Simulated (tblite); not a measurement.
## Geometry relaxation of C4H6F4 (part 4 of 4)

The same run, continued: C4H6F4, SMILES CC(C)(F)C(F)(F)F; GFN2-xTB geometry optimisation, gas phase (tblite 0.8.0). It belongs to a series of runs on one base structure; here: constitutional isomer.

Geometry of the input (Å):
```
C  -0.2192  1.4275  -0.0300
C  0.0578  -0.0128  -0.3175
C  1.3793  -0.5067  0.2340
F  0.0815  -0.1287  -1.6964
C  -1.1278  -0.8652  0.1458
F  -2.1832  -0.3714  -0.6357
F  -1.3677  -0.7645  1.4840
F  -0.8149  -2.1655  -0.2468
H  -1.3339  1.5310  0.0181
H  0.1145  2.0077  -0.8999
H  0.1947  1.8130  0.8984
H  1.3783  -0.7260  1.3196
H  1.6309  -1.4395  -0.3094
H  2.2090  0.2007  0.0139
```

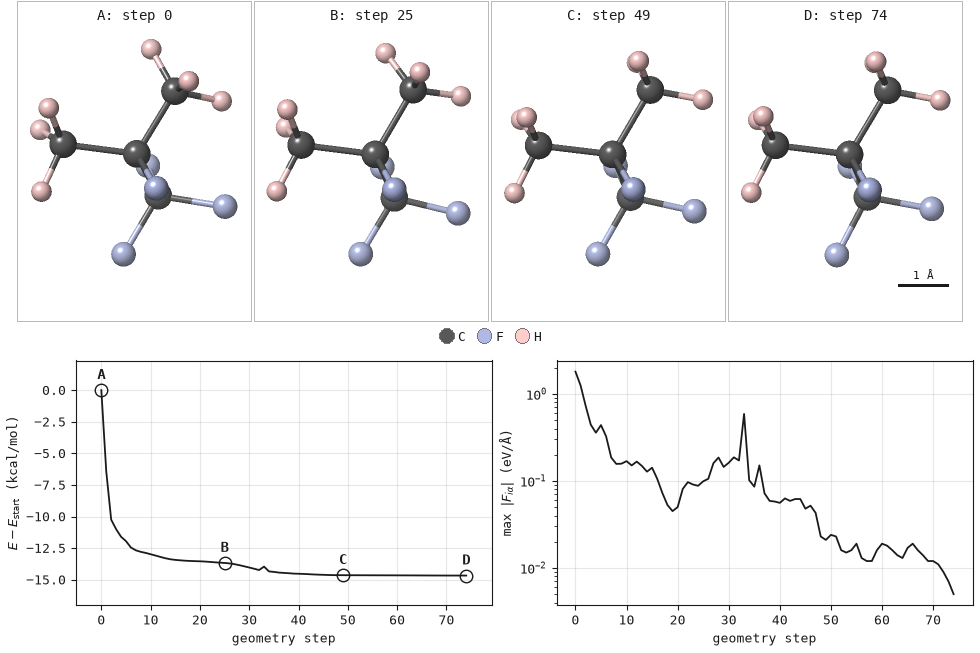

*Frames of the relaxation (ball-and-stick view, seen at a tilt) above the curves, on which the letters mark them (steps are counted from 0).*

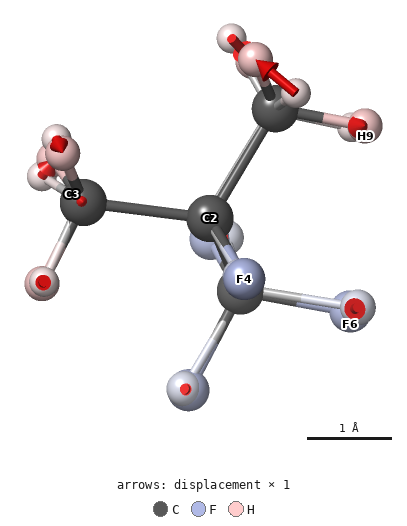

*Start (faint) and end (solid) with the displacements as red arrows, at true length (ball-and-stick view, seen at a tilt). The two geometries are laid on each other by the best rigid fit.*

Over 74 geometry steps the energy falls by 14.7 kcal/mol. Largest force component: 1.8 eV/Å at the start, 0.005 eV/Å at the end. The atom that moves furthest after the best rigid fit is H10 (0.65 Å). Largest moves by element: H 0.65 Å, F 0.34 Å, C 0.08 Å. Distances before and after: C5–F6 1.403 → 1.336 Å, C5–F8 1.394 → 1.336 Å, C1–H9 1.121 → 1.088 Å, C1–C2 1.495 → 1.522 Å. Among the angles that change: C2–C5–F6 102.6° → 112.7°, C2–C5–F8 105.1° → 112.7°, F6–C5–F7 112.9° → 106.6°. (Atoms are counted from 1 in the order of the input.)

## Results in brief

```tsv
quantity	value
outcome	converged
total energy	−831.9187 eV
hardware	1 CPU thread, shared host
wall time	0.62 s
peak memory	0.18 GiB
```
